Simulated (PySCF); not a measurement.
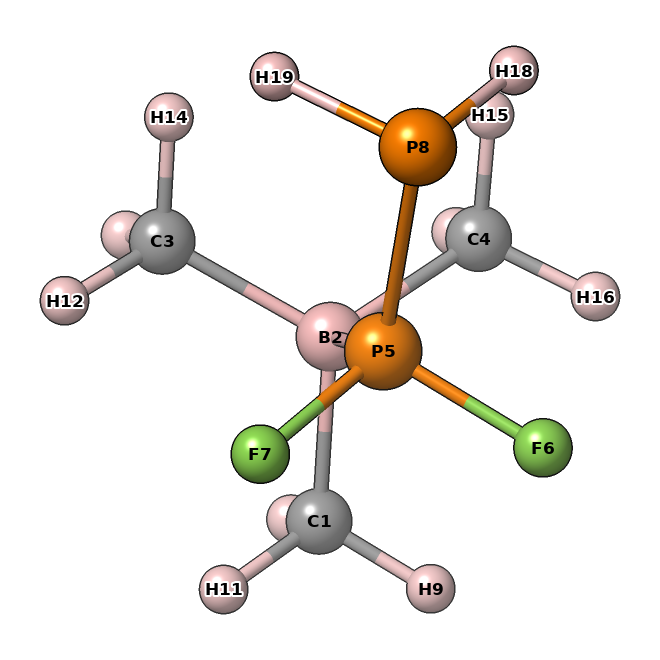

B2 lies behind P5. The molecule seen a little off the P5–B2 bond, P5 in front. Depth is shown by fading: the farther an atom, the more it takes the colour of the background. Computed geometry: PBE0-D3(BJ)/def2-SVP optimisation. No frequency run is at hand to confirm it as a minimum.

What is the torsion angle P8–P5–B2–C1? The sign is positive where the front bond must turn clockwise to cover the back bond.

Answer. 180°, antiperiplanar (anti). The bonds about P5–B2 are staggered.
